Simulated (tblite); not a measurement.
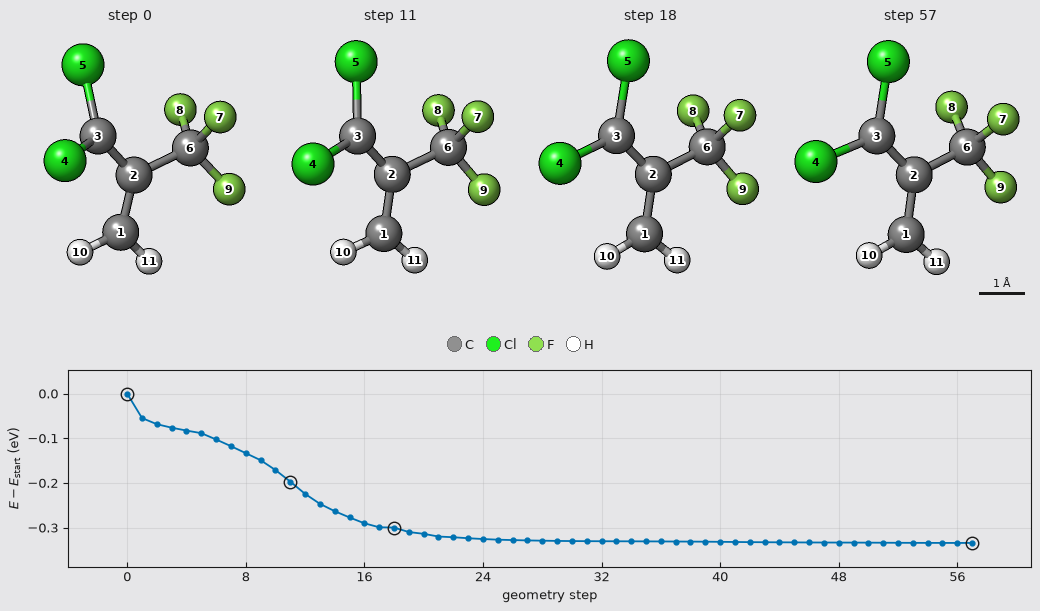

Frames of a relaxation of C4H2Cl2F3 (multiplicity 2), marked on the history of the run. The picture is a ball-and-stick view, seen at a tilt.

Level of theory: GFN2-xTB geometry optimisation, gas phase in tblite. 

**Describe the path.**

The energy falls by 0.334 eV in 57 geometry steps. The largest move after the best rigid fit is that of Cl4, 0.95 Å. By element the largest moves are Cl 0.95 Å, H 0.34 Å, F 0.32 Å, C 0.22 Å. Among the contacts that change: C2–C3 1.440 → 1.402 Å, C6–F9 1.366 → 1.336 Å, C3–Cl4 1.726 → 1.699 Å, C1–H10 1.099 → 1.073 Å. Among the angles between lasting bonds that change: C1–C2–C6 121.9° → 118.8°, H10–C1–H11 116.0° → 118.2°. Groups turn about C2–C3 by about 45°. Cost: 0.36 s on 1 thread of Arm Neoverse V2, with other jobs on the host. From step 0 to 11: Cl5 moves most (0.38 Å), energy −0.197 eV. From step 11 to 18: Cl atoms move most (0.43 Å), energy −0.103 eV. From step 18 to 57: Cl4 moves most (0.17 Å), energy −0.034 eV.

```csv
step,"E − E(0), eV"
0,0.0000
1,-0.0546
2,-0.0683
3,-0.0762
4,-0.0826
5,-0.0884
6,-0.1025
7,-0.1175
8,-0.1331
9,-0.1489
10,-0.1708
12,-0.2242
15,-0.2770
17,-0.2990
20,-0.3136
22,-0.3212
25,-0.3267
27,-0.3284
30,-0.3298
32,-0.3302
35,-0.3305
37,-0.3309
40,-0.3315
42,-0.3322
45,-0.3328
47,-0.3331
50,-0.3334
52,-0.3337
55,-0.3340
57,-0.3340
```
